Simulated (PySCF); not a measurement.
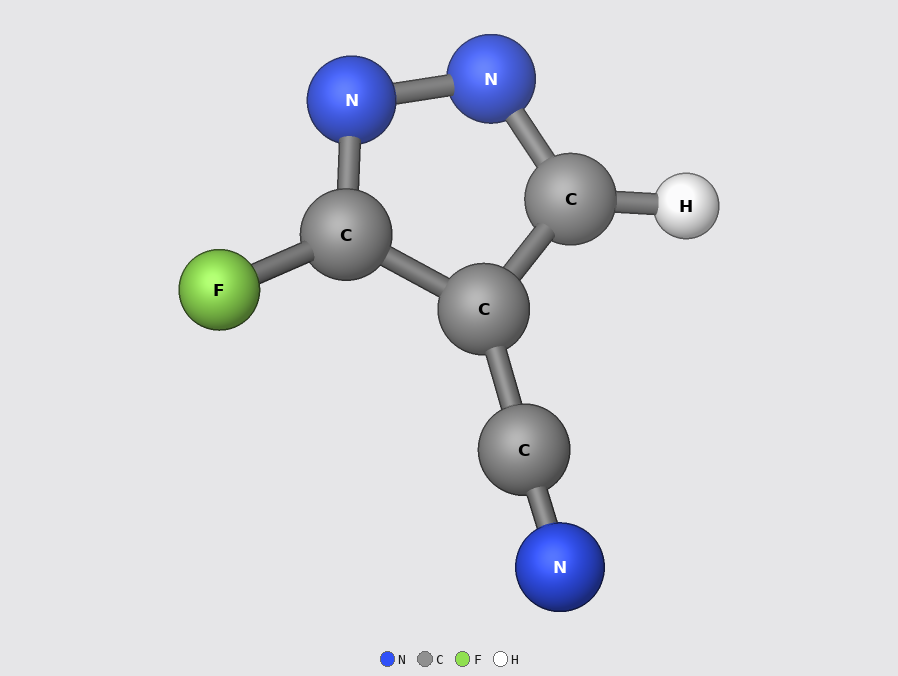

Ball-and-stick drawing of a structure. Every bond is drawn as one stick, whatever its order.

State: charge −1, singlet. The computed structure is the end point of a GFN2-xTB optimisation. No frequency run is at hand to confirm it as a minimum.

Description:

It has 9 atoms: 4 carbon, 1 hydrogen, 1 fluorine and 3 nitrogen (C4HFN3(-)). SMILES: `N#Cc1cn[n-]c1F`. Independent rings (smallest set): 1 of 5 members, 1 of them aromatic. Among its groups: nitrile, C–F bond. The point group is Cs. All atoms lie on one plane. Coordination: 1 C linear; 3 C trigonal planar; 2 N bent.

The parts below concern this one geometry. Atoms keep their numbers from picture to picture.

**Geometry**

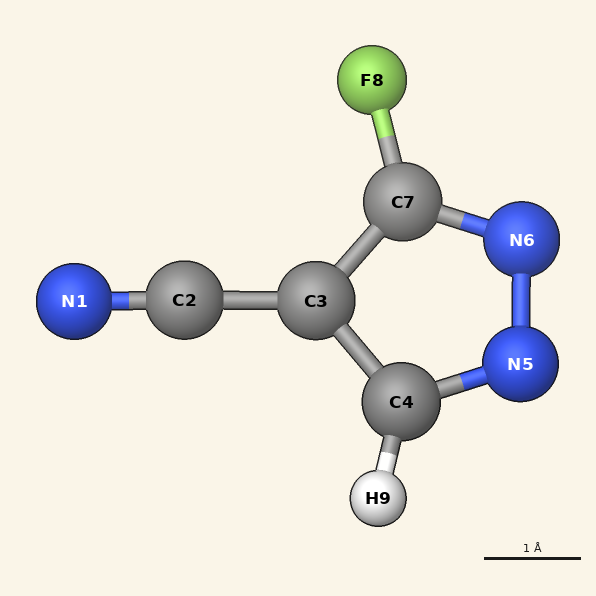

No frequency run is at hand to confirm it as a minimum.

Estimate the angles N1–C2–C3, C2–C3–C4, C2–C3–C7, C4–C3–C7, C3–C4–N5, C3–C4–H9, N5–C4–H9, C4–N5–N6, N5–N6–C7, C3–C7–N6, C3–C7–F8, N6–C7–F8.

```
   angle  degrees
N1–C2–C3    179.0
C2–C3–C4    129.3
C2–C3–C7    130.4
C4–C3–C7    100.4
C3–C4–N5    110.8
C3–C4–H9    127.6
N5–C4–H9    121.5
C4–N5–N6    109.1
N5–N6–C7    107.4
C3–C7–N6    112.3
C3–C7–F8    126.0
N6–C7–F8    121.7
```

**NMR shielding**

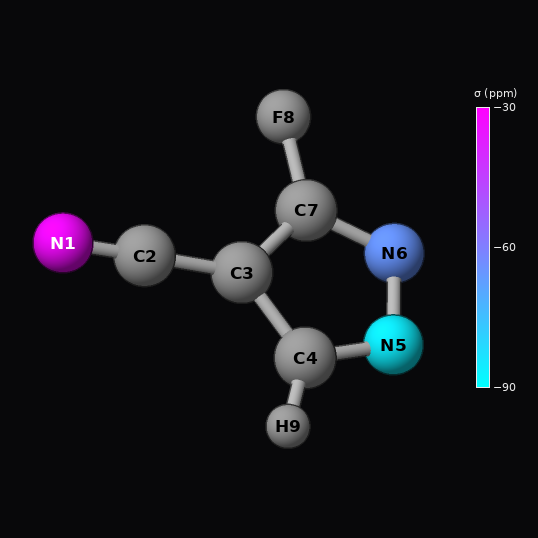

Atoms are coloured by their isotropic NMR shieldings (N only, the others grey). No frequency run is at hand to confirm it as a minimum. Method: GIAO PBE0/pcSseg-1 NMR shielding, non-relativistic, gas phase (PySCF 2.14.0).

Give the isotropic NMR shieldings of the N atoms atom by atom.

| atom | σ (ppm) |
| --- | --- |
| N1 | −32.7 |
| N5 | −86.2 |
| N6 | −65.2 |

**Charges**

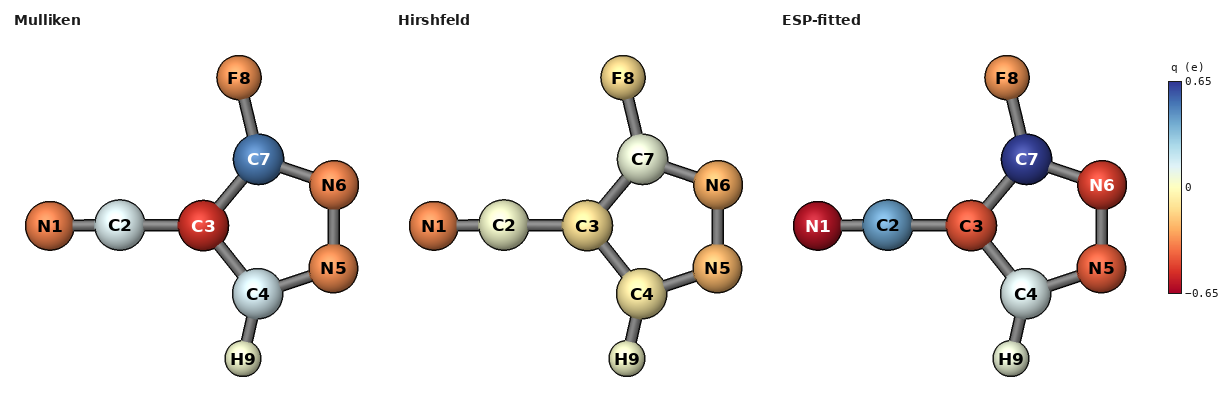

Atomic charges of one calculation by 3 schemes, on one colour scale. No frequency run is at hand to confirm it as a minimum. Method: PBE0/pcSseg-1 (PySCF 2.14.0).

> Which scheme gives the most polar picture (largest mean size of the charges)?

The ESP-fitted charges are the largest in size here, and the Hirshfeld charges the smallest.

> On which atom do the schemes disagree most?

On C7 (from 0.06 to 0.62 e).

List the charges (e), one line for each set of equivalent atoms.

```json
{"atom": "N1", "Mulliken": "−0.34", "Hirshfeld": "−0.33", "ESP-fitted": "−0.59"}
{"atom": "C2", "Mulliken": "0.12", "Hirshfeld": "0.03", "ESP-fitted": "0.42"}
{"atom": "C3", "Mulliken": "−0.51", "Hirshfeld": "−0.11", "ESP-fitted": "−0.43"}
{"atom": "C4", "Mulliken": "0.15", "Hirshfeld": "−0.08", "ESP-fitted": "0.12"}
{"atom": "N5", "Mulliken": "−0.32", "Hirshfeld": "−0.23", "ESP-fitted": "−0.41"}
{"atom": "N6", "Mulliken": "−0.33", "Hirshfeld": "−0.25", "ESP-fitted": "−0.48"}
{"atom": "C7", "Mulliken": "0.50", "Hirshfeld": "0.06", "ESP-fitted": "0.62"}
{"atom": "F8", "Mulliken": "−0.30", "Hirshfeld": "−0.13", "ESP-fitted": "−0.30"}
{"atom": "H9", "Mulliken": "0.04", "Hirshfeld": "0.03", "ESP-fitted": "0.06"}
```

**Spin–spin coupling**

No frequency run is at hand to confirm it as a minimum. Method: B3LYP/pcJ-1 indirect spin-spin coupling, non-relativistic, gas phase (PySCF 2.14.0). Isotopes: 13C, 19F, 1H, 15N.

Give the spin–spin coupling constants of these pairs, with the number of bonds between them: N1/C2, C7/F8, N5/H9, N5/C7.

| pair | bonds apart | J (Hz) |
| --- | --- | --- |
| N1, C2 | 1 | −23.9 |
| C7, F8 | 1 | −302.3 |
| N5, H9 | 2 | −11.7 |
| N5, C7 | 2 | 5.8 |

Density functionals are unreliable for couplings to fluorine, so those rows may be far off.

Mulliken values depend strongly on the basis set and can even reverse the polarity of a bond.
